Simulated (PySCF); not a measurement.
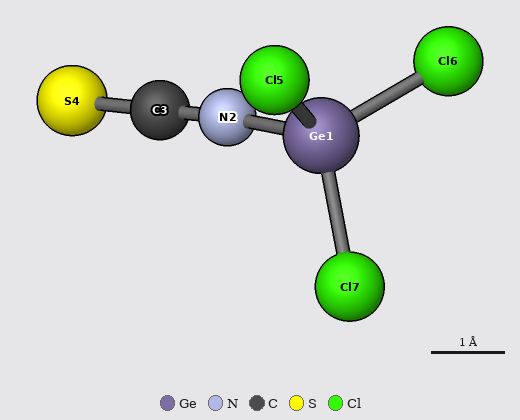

**Figure 1.** The input geometry (ball-and-stick view, seen at a tilt; atoms are numbered from 1 in the order of the input). Sticks mark near contacts. Bond lengths as drawn: Cl–Ge 2.12 Å, C–N 1.20 Å, C–S 1.57 Å and Ge–N 1.78 Å.

**CCl₃GeNS: excited-state calculation**

System: CCl₃GeNS (Ge(NCS)Cl3), SMILES S=C=[N][Ge]([Cl])([Cl])[Cl].
Method: TDDFT B3LYP/def2-SVPD, vertical, gas phase, core orbitals frozen in the response (PySCF 2.14.0).

The geometry comes from this level: PBE0-D3(BJ)/def2-SVP. It belongs to a series of runs on one base structure; here: one ligand: Cl to NCS.

What the program printed
```
coarse grid: 42984 points
cycle   1  E = -3947.9262223441  dE =  4.323e-01  |g| = 7.370e-01  |ddm| = 4.827e+00
cycle   2  E = -3947.7399131501  dE =  1.863e-01  |g| = 1.180e+00  |ddm| = 2.593e+00
cycle   3  E = -3948.0186996085  dE = -2.788e-01  |g| = 2.405e-01  |ddm| = 1.662e+00
cycle   4  E = -3948.0336597499  dE = -1.496e-02  |g| = 7.095e-02  |ddm| = 3.111e-01
cycle   5  E = -3948.0348170678  dE = -1.157e-03  |g| = 2.409e-02  |ddm| = 8.290e-02
cycle   6  E = -3948.0349442665  dE = -1.272e-04  |g| = 7.733e-03  |ddm| = 3.020e-02
cycle   7  E = -3948.0349593802  dE = -1.511e-05  |g| = 1.012e-03  |ddm| = 9.364e-03
cycle   8  E = -3948.0349596783  dE = -2.981e-07  |g| = 2.217e-04  |ddm| = 1.819e-03
final grid: 82224 points
cycle   9  E = -3948.0349363865  dE = -2.038e-08  |g| = 2.735e-04  |ddm| = 2.547e-03
cycle  10  E = -3948.0349363556  dE =  3.090e-08  |g| = 4.479e-04  |ddm| = 8.057e-04
cycle  11  E = -3948.0349364028  dE = -4.715e-08  |g| = 9.213e-05  |ddm| = 5.149e-04
cycle  12  E = -3948.0349364043  dE = -1.484e-09  |g| = 2.583e-05  |ddm| = 1.039e-04
cycle  13  E = -3948.0349364045  dE = -1.764e-10  |g| = 3.611e-06  |ddm| = 3.099e-05
```

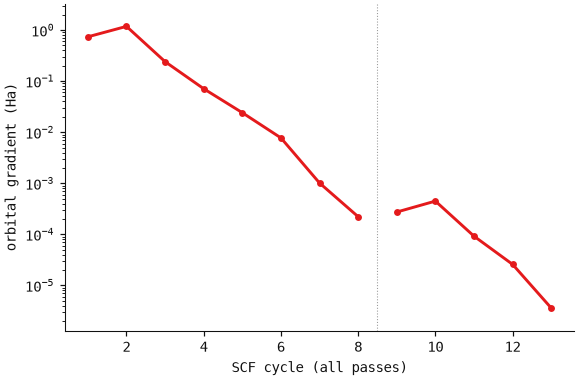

**Figure 2.** Convergence of the self-consistent field: orbital gradient against the SCF cycle. The dotted line marks the change from a coarse to the final integration grid. The first 8 cycles use a coarse grid, the final grid takes over at cycle 9, and the field converges after 13 cycles in all.

```
converged SCF energy = -3948.0349364045

Static polarisability (au): isotropic 115.750, principal 95.418 95.861 155.972

Singlet excitations
state   eV       nm        f      main configurations
  1   4.6265    268.0   0.00156   H->L 0.92
  2   4.6476    266.8   0.00275   H-1->L 0.96
  3   4.8782    254.2   0.00012   H-1->L+1 0.43, H->L+2 0.33, H->L+1 0.10
  4   5.0415    245.9   0.00018   H->L+2 0.41, H-1->L+1 0.36, H->L+1 0.11
  5   5.0434    245.8   0.00050   H-1->L+2 0.40, H->L+1 0.37, H->L+2 0.12
  6   5.8709    211.2   0.00000   H-2->L 0.99
  7   6.2031    199.9   0.02238   H-3->L 0.60, H-4->L 0.35
  8   6.2105    199.6   0.02418   H-4->L 0.59, H-3->L 0.35
  9   6.5652    188.9   0.02758   H-5->L 0.94
 10   6.5926    188.1   0.03308   H-6->L 0.93
 11   6.6091    187.6   0.30184   H-7->L 0.86
 12   6.7172    184.6   0.92420   H-1->L+2 0.29, H->L+1 0.28, H-7->L 0.12
 13   6.8705    180.5   0.01758   H->L+3 0.93
 14   6.8759    180.3   0.01873   H-1->L+3 0.93
 15   7.1369    173.7   0.00705   H-2->L+1 0.95

Triplet excitations (Tamm-Dancoff, eV): 4.2832 4.4518 4.4810 4.5946
```

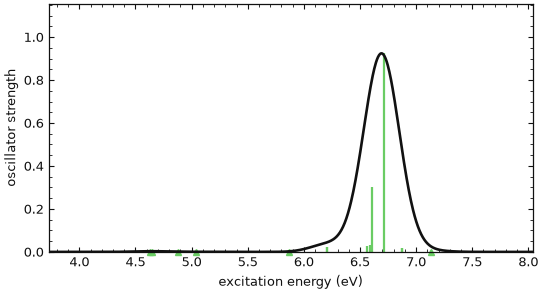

**Figure 3.** Computed excitations as sticks (degenerate states added up, dark ones marked on the axis), with a Gaussian envelope of 0.35 eV full width at half maximum, scaled to the tallest. Of the 15 states the lowest lies at 4.63 eV (f = 0.002); the strongest line is at 6.72 eV, or 185 nm (f = 0.924).

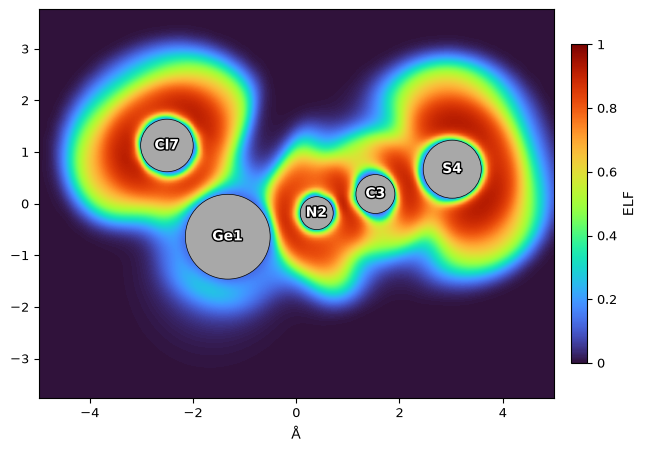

**Figure 4.** ELF on the plane of atoms N2, Ge1 and Cl7. Grey discs, where drawn, cover atomic cores. The section cuts through Ge, N, C, S and Cl sites. C–N (1.20 Å): the ELF peaks at about 0.90 between the atoms; a double or triple bond. C–S (1.57 Å): the ELF peaks at about 0.90 between the atoms, as expected for localised, shared-pair bonding. Ge–N (1.78 Å): the ELF peaks at about 0.90 in the valence shell of N, 0.6 Å from its nucleus, and is about 0.40 at the midpoint. Ge–Cl (2.12 Å): the ELF peaks at about 0.85 in the valence shell of Cl, 0.8 Å from its nucleus, and is about 0.65 at the midpoint.

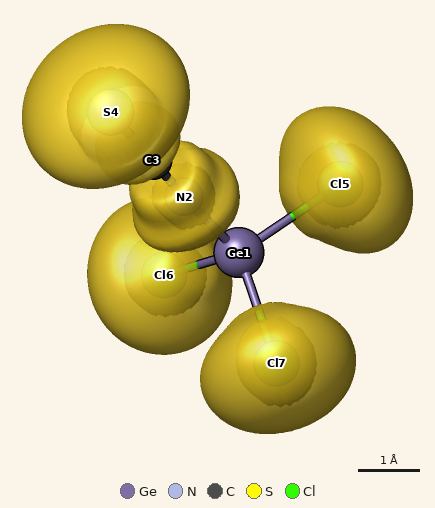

**Figure 5.** Isosurface of the ELF at 0.75 (yellow), seen at an oblique angle. Core shells and regions of very low density are left out. Values along the shortest contacts: C–N (1.20 Å): the ELF peaks at about 0.90 between the atoms; a multiple bond by its length, whose ELF region spreads away from the axis.

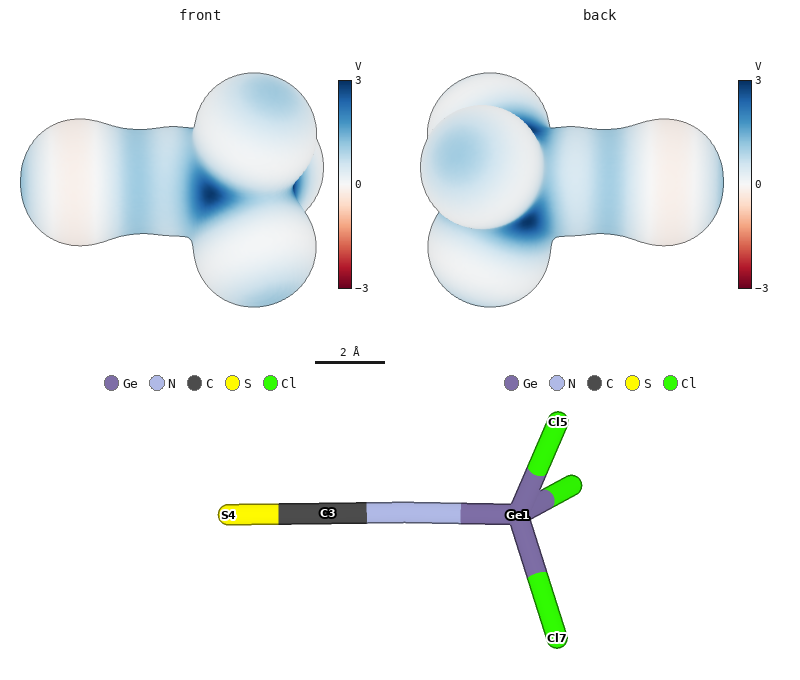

**Figure 6.** The electrostatic potential painted on the density surface at 0.004 e/bohr³, seen face on and from behind; the colour scale runs from red (negative) to blue (positive). The bare structure is drawn below in the same view. A positive charge is drawn to the negative regions and a negative charge to the positive ones.

This output came from the following input.

Input file
```
{"job": {"kind": "uv", "xc": "B3LYP", "basis": "def2-SVPD", "ip": false, "nstates": 15}, "charge": 0, "multiplicity": 1}
Ge    -0.017365    -0.019377    -1.040725
N     -0.001198     0.069708     0.739759
C      0.051555     0.028199     1.935807
S      0.118221    -0.020347     3.501283
Cl     1.983787    -0.044498    -1.745393
Cl    -1.017125     1.677598    -1.829321
Cl    -1.026015    -1.793284    -1.629970
```

The first line tells a small driver script what to run in PySCF; the rest is the geometry in Å.

Run as:
```bash
OMP_NUM_THREADS=1 python <driver script> task.json out
```

Key numbers

| quantity | value |
| --- | --- |
| outcome | converged |
| total energy | −3948.034936 hartree |
| HOMO | −7.86 eV |
| LUMO | −2.50 eV |
| dipole moment | 0.46 D |
| mean polarisability | 115.75 a.u. |
| lowest singlet excitation | 4.63 eV |
| hardware | 1 CPU thread, shared host |
| wall time | 82 s |
| peak memory | 0.83 GiB |

Spin–orbit coupling is left out, which matters for the heavy atoms.
